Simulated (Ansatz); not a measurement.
Input file:

```
crystal:
  periodic: [false, false, false]
  atoms:
    - {symbol: C, position_ang: [-3.530826, -1.145327, 0.426350]}
    - {symbol: C, position_ang: [-2.434738, -0.082160, 0.344024]}
    - {symbol: C, position_ang: [-1.726245, -0.043385, -1.014189]}
    - {symbol: C, position_ang: [-0.607267, 0.994239, -1.110885]}
    - {symbol: N, position_ang: [0.466377, 0.772654, -0.146011]}
    - {symbol: C, position_ang: [1.093110, 1.753784, 0.621293]}
    - {symbol: C, position_ang: [2.241349, 1.210277, 1.126356]}
    - {symbol: N, position_ang: [2.313834, -0.107397, 0.671855]}
    - {symbol: C, position_ang: [3.492601, -0.953642, 0.690441]}
    - {symbol: C, position_ang: [1.308718, -0.305669, -0.238593]}
    - {symbol: H, position_ang: [-4.318050, -0.976168, -0.338095]}
    - {symbol: H, position_ang: [-4.024511, -1.149202, 1.419283]}
    - {symbol: H, position_ang: [-3.118877, -2.162237, 0.254251]}
    - {symbol: H, position_ang: [-2.865968, 0.922141, 0.557300]}
    - {symbol: H, position_ang: [-1.679696, -0.258376, 1.141579]}
    - {symbol: H, position_ang: [-1.318699, -1.049165, -1.261837]}
    - {symbol: H, position_ang: [-2.458005, 0.178824, -1.821246]}
    - {symbol: H, position_ang: [-0.125933, 0.971298, -2.115189]}
    - {symbol: H, position_ang: [-1.004368, 2.012545, -0.925450]}
    - {symbol: H, position_ang: [0.650482, 2.744311, 0.759017]}
    - {symbol: H, position_ang: [2.999033, 1.632700, 1.792200]}
    - {symbol: H, position_ang: [3.222087, -1.991389, 0.970943]}
    - {symbol: H, position_ang: [4.214752, -0.561266, 1.428782]}
    - {symbol: H, position_ang: [3.930689, -0.950961, -0.332210]}
    - {symbol: H, position_ang: [0.969002, -1.304787, -0.528261]}
    - {symbol: Cl, position_ang: [2.311151, -0.151612, -2.371730]}
basis:
  gaussian: {orbitals: def2-TZVP, initial_orbitals: start.molden}
hamiltonian: {xc: pbe0, dispersion: d4}
scf: {omitted_lower_state_checks: [starts]}
output: {orbitals: {seedname: orbitals}}
```

Launched as:

```sh
ansatz run in.yaml --threads 4 --pin off --events-out ev --progress --plain --max-ram 6963MiB
```

Geometry: PBE-D4/def2-SVP.

Theory: RKS PBE0-D4/def2-TZVP in Ansatz.

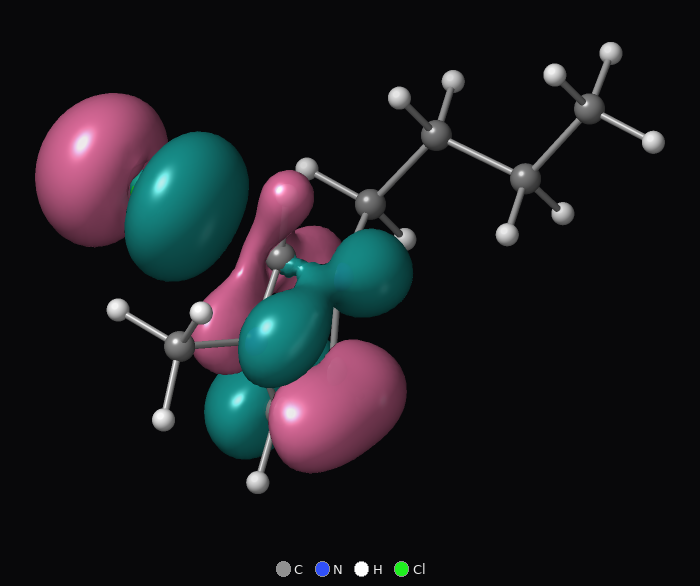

C$_{8}$H$_{15}$N$_{2}$···Cl (SMILES CCCCn1cc[n+](C)c1.[Cl-]). The HOMO at ±0.1 Å⁻³ᐟ² (teal and pink are the two phases), seen at an oblique angle.

Q: Describe this orbital and give its energy.

A: It lies mainly on Cl26 (about 50 %), C7 (about 10 %), C6 (about 10 %), N5 (about 10 %) and N8 (about 10 %). Its energy is −5.72 eV.
